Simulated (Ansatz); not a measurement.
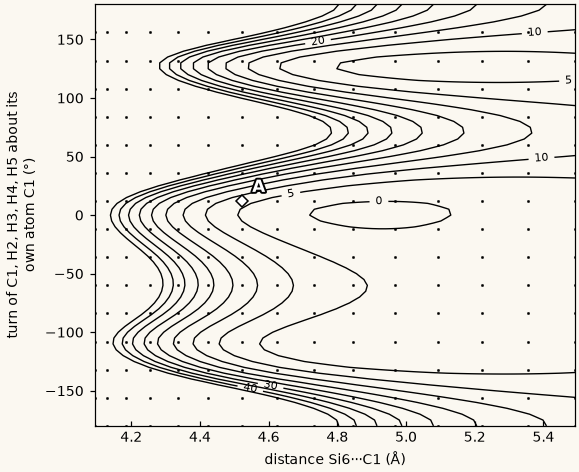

The pair CH₄···H₄Si. The turn is about an axis along (−0.99, 0.16, −0.05) in the frame of the relaxed pair, normal to the line between the partners. The first coordinate is: distance Si6···C1; the second: turn of C1, H2, H3, H4, H5 about its own atom C1. The scan uses a 15 × 15 grid. Points are written as (first, second). Energies are in cm⁻¹, from the lowest grid point. Computed with RHF/def2-TZVPD in Ansatz 0.2.0.

In the figure: contour lines labelled in cm⁻¹ (none above 45), dots at the grid points, the point A. Between grid points the surface is interpolated.

Question: Which way does the force act at A, and how strong is it?

Answer: A, at (4.521 Å, 12°), is not a stationary point. The computed force is 45 cm⁻¹ for each Å towards larger values of distance Si6···C1 and 0.4 cm⁻¹ for each degree towards smaller values of the second coordinate.
